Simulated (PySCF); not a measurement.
**Run report: AlBr3, geometry relaxation**

AlBr3, computed with PBE0-D3(BJ)/def2-SVP geometry optimisation, gas phase (PySCF 2.14.0).

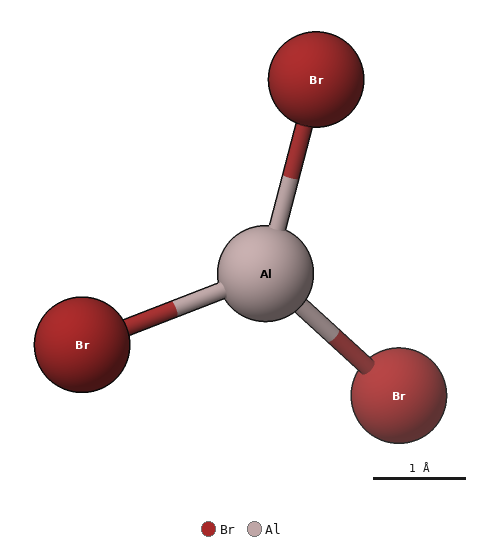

Figure 1. The starting structure (ball-and-stick view, seen at a tilt). Sticks mark near contacts.

Key numbers:

- outcome: converged
- total energy: −7963.092479 hartree
- dipole moment: 0.04 D
- point group: D3h
- hardware: 1 CPU thread, shared host
- wall time: 84 s
- peak memory: 0.5 GiB

Input:
```
{"job": {"xc": "PBE0", "basis": "def2-SVP", "d3": "d3bj", "grid": 1, "kind": "geom"}, "charge": 0, "multiplicity": 1}
Br    -1.834475    -1.284346    -0.008777
Al     0.006699    -0.000145    -0.012169
Br     2.044746    -0.941843    -0.002033
Br    -0.196502     2.235880    -0.022730
```

The first line tells a small driver script what to run in PySCF; the rest is the geometry in Å.

Launched with:
```bash
OMP_NUM_THREADS=1 python <driver script> task.json out
```

Output:
```
step   0  E = -7963.09236431  max force = 0.004019
step   1  E = -7963.09156586  max force = 0.003751
step   2  E = -7963.09223687  max force = 0.002000
step   3  E = -7963.09247621  max force = 0.000863
step   4  E = -7963.09248483  max force = 0.000555
step   5  E = -7963.09248194  max force = 0.000275
step   6  E = -7963.09248034  max force = 0.000303
step   7  E = -7963.09247881  max force = 0.000302
optimisation converged
```

Trajectory as extended XYZ (Å, eV, eV/Å), 8 frames, from step=0 to step=7:
```
4
Properties=species:S:1:pos:R:3:forces:R:3 step=0 energy=-216686.78024
Br   -1.8345   -1.2844   -0.0088    0.1460   0.0619   0.0012
Al    0.0067   -0.0001   -0.0122    0.0085   0.0147   0.0032
Br    2.0448   -0.9418   -0.0020   -0.1840   0.1301  -0.0029
Br   -0.1965    2.2359   -0.0227    0.0295  -0.2066  -0.0014
4
Properties=species:S:1:pos:R:3:forces:R:3 step=1 energy=-216686.75851
Br    1.2825    1.8641    0.0208   -0.1929   0.0277   0.0088
Al   -0.0302    0.0496   -0.0114    0.1210  -0.1269  -0.0030
Br   -2.2677    0.0125   -0.0440    0.1230   0.1601  -0.0031
Br    1.0358   -1.9172   -0.0113   -0.0511  -0.0610  -0.0027
4
Properties=species:S:1:pos:R:3:forces:R:3 step=2 energy=-216686.77677
Br    1.2413    1.8764    0.0209   -0.1004   0.0188   0.0144
Al   -0.0147    0.0252   -0.0118    0.1028  -0.0872  -0.0035
Br   -2.2488    0.0546   -0.0436    0.0633   0.0783  -0.0065
Br    1.0425   -1.9472   -0.0114   -0.0657  -0.0099  -0.0044
4
Properties=species:S:1:pos:R:3:forces:R:3 step=3 energy=-216686.78328
Br    1.1748    1.9027    0.0198    0.0128  -0.0034   0.0132
Al    0.0078   -0.0032   -0.0163    0.0444   0.0227   0.0105
Br   -2.2212    0.0841   -0.0400   -0.0219  -0.0141  -0.0150
Br    1.0590   -1.9745   -0.0095   -0.0353  -0.0051  -0.0087
4
Properties=species:S:1:pos:R:3:forces:R:3 step=4 energy=-216686.78352
Br    1.1814    1.9028    0.0177    0.0037  -0.0037   0.0180
Al    0.0078    0.0006   -0.0092    0.0285   0.0155  -0.0118
Br   -2.2224    0.0788   -0.0426   -0.0058  -0.0006  -0.0051
Br    1.0535   -1.9731   -0.0120   -0.0264  -0.0112  -0.0011
4
Properties=species:S:1:pos:R:3:forces:R:3 step=5 energy=-216686.78344
Br    1.1866    1.9045    0.0200   -0.0023  -0.0074   0.0141
Al    0.0095    0.0048   -0.0152    0.0071   0.0063   0.0066
Br   -2.2222    0.0728   -0.0408    0.0083   0.0141  -0.0130
Br    1.0463   -1.9731   -0.0101   -0.0131  -0.0130  -0.0077
4
Properties=species:S:1:pos:R:3:forces:R:3 step=6 energy=-216686.78340
Br    1.1831    1.9068    0.0191    0.0065  -0.0066   0.0156
Al    0.0115    0.0041   -0.0129    0.0010   0.0038  -0.0005
Br   -2.2199    0.0734   -0.0414    0.0027   0.0112  -0.0099
Br    1.0457   -1.9752   -0.0108   -0.0102  -0.0084  -0.0051
4
Properties=species:S:1:pos:R:3:forces:R:3 step=7 energy=-216686.78335
Br    1.1822    1.9076    0.0192    0.0092  -0.0061   0.0155
Al    0.0121    0.0041   -0.0130   -0.0003   0.0005  -0.0001
Br   -2.2192    0.0733   -0.0413    0.0007   0.0110  -0.0101
Br    1.0453   -1.9759   -0.0108   -0.0096  -0.0054  -0.0052
```

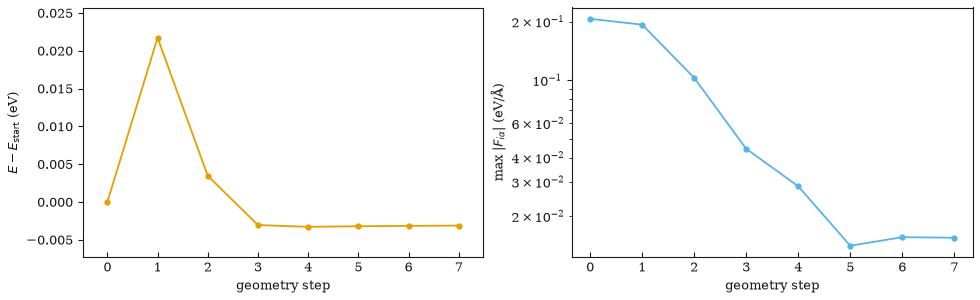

Figure 2. Progress of the relaxation, step by step (steps are counted from 0).

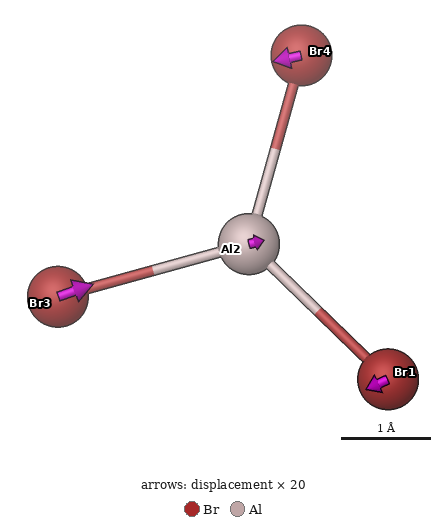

Figure 3. The starting structure with the displacements as pink arrows, magnified 20 times (ball-and-stick view, seen at a tilt). The two geometries are laid on each other by the best rigid fit. After 7 geometry steps the energy has fallen by 0.003 eV. The largest force component goes from 0.21 to 0.015 eV/Å. Br3 moves most after the best rigid fit: 0.022 Å. By element the largest moves are Br 0.022 Å, Al 0.009 Å. Among the contacts that change: Al2–Br3 2.245 → 2.233 Å, Br1–Al2 2.245 → 2.235 Å. (Atoms are counted from 1 in the order of the input.)
